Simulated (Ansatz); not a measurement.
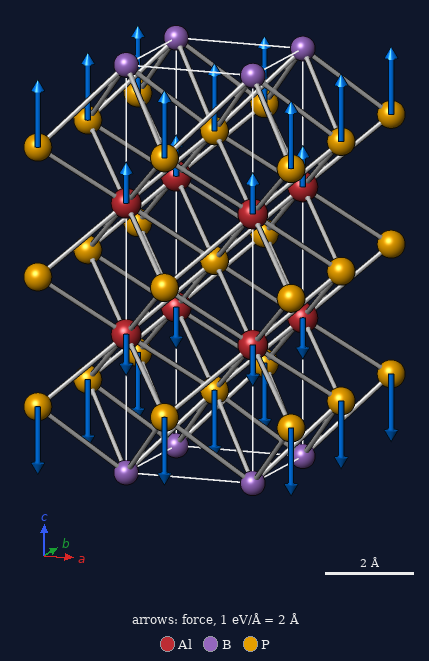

Starting geometry of crystalline Al2BP3 (a generated structure, set up in P4/mmm) (coarse preliminary run) with the computed forces as blue arrows. A ball-and-stick model of the cell of the calculation, seen slightly off an axis.

Theory: Ansatz, DFT PBE, scalar-relativistic, plane waves, PAW. (plane-wave cutoff 420 eV; k-point mesh 6 × 6 × 2; occupations gaussian; smearing width 0.1 eV; no spin polarisation; cell and atoms relaxed; force threshold 0.04 eV/Å; at most 70 steps)

Q: Is this structure relaxed? If not, where do the atoms go?

A: It isn't relaxed: the largest force vector, on P atoms, is 0.80 eV/Å. The atoms end up moving mostly along the starting forces (cosine between the two patterns 0.99). Over 7 accepted moves (8 points after the start) the energy falls by 231 meV per atom. The largest force component goes from 0.8 to 0.036 eV/Å. The pressure goes from −7.19 to 0.00 GPa. At 1 point the geometry stayed and the basis and grid were re-selected for the new cell (energy shift of 0.4 meV per atom at most each time). The largest moves relative to the cell, 0.47 Å, are those of P atoms. By element the largest moves are P 0.47 Å, Al 0.19 Å. B stays in place. Cell: a = b 3.115 → 3.013 Å (−3.3 %), c 9.548 → 8.783 Å (−8.0 %). Volume −13.9 %. Among the contacts that change: P–P 3.470 → 2.253 Å, B–P 2.804 → 2.410 Å, Al–P 2.667 → 2.703 Å, Al–P 2.685 → 2.666 Å. Bond angles that change, for instance: Al–P–Al 111.3° → 104.0°, Al–P–Al 71.5° → 67.7°. The space group stays P4/mmm (No. 123).
